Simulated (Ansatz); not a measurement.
System: Ca₂Sc.

```
CELL_PARAMETERS angstrom
8.05831 0.00000 0.00000
0.00000 8.05831 0.00000
0.00000 0.00000 8.05831
ATOMIC_POSITIONS crystal
Ca 0.25000 0.25000 0.25000
Ca 0.75000 0.75000 0.25000
Ca 0.75000 0.25000 0.75000
Ca 0.25000 0.75000 0.75000
Ca 0.75000 0.25000 0.25000
Ca 0.25000 0.75000 0.25000
Ca 0.25000 0.25000 0.75000
Ca 0.75000 0.75000 0.75000
Sc 0.00000 0.00000 0.00000
Sc 0.50000 0.50000 0.00000
Sc 0.50000 0.00000 0.50000
Sc 0.00000 0.50000 0.50000
```

Space group Fm-3m; started from the fluorite_225 prototype, which need not be the ambient phase; computed without spin polarisation.

Computed with DFT PBE, scalar-relativistic, plane waves, PAW in Ansatz.

> What will maps of the valence pseudo-density and electron localisation function show?

Ca–Sc (3.49 Å): ρ is about 0.08 e/Å³ halfway; the ELF is about 0.30 at the midpoint (no localised pair shows between them).

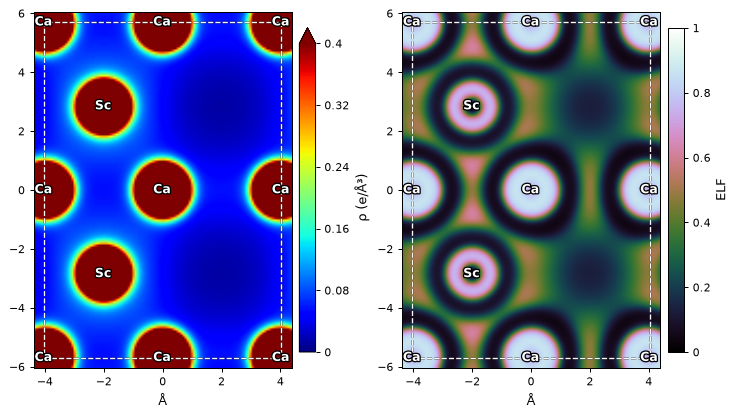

Computed valence pseudo-density and electron localisation function on the (101) plane of the conventional cell, in this order. 

The density is the valence pseudo-density of a PAW calculation; it isn't the true density close to the nuclei.
